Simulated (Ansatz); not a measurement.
**Hypothetical I4_132 P, pressure series**

The parent structure is P (space group I4_132, No. 214; a = 6.1017 Å; a hypothetical phase, not in the database extracts checked).

Cell and atoms are relaxed at each pressure.

Levels (all Ansatz, an electronic-structure program, PAW): PBE (420 eV, without spin-orbit coupling); PBEsol (420 eV, no spin-orbit coupling).

The base cell above is that of PBE; each level relaxes its own structures.

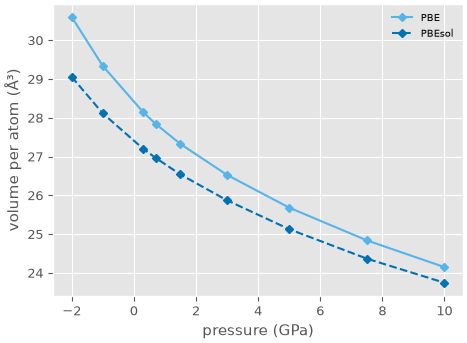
Figure. Volume per atom under two levels

Q: How do the two levels compare along the series?

A: PBE lies above PBEsol in every row, by 0.40 Å³ to 1.54 Å³. They put the cases in the same order.

Load acts through the strain it causes; cell and atoms are relaxed under it. No phonon test of stability was made. No other phases were tried under pressure.
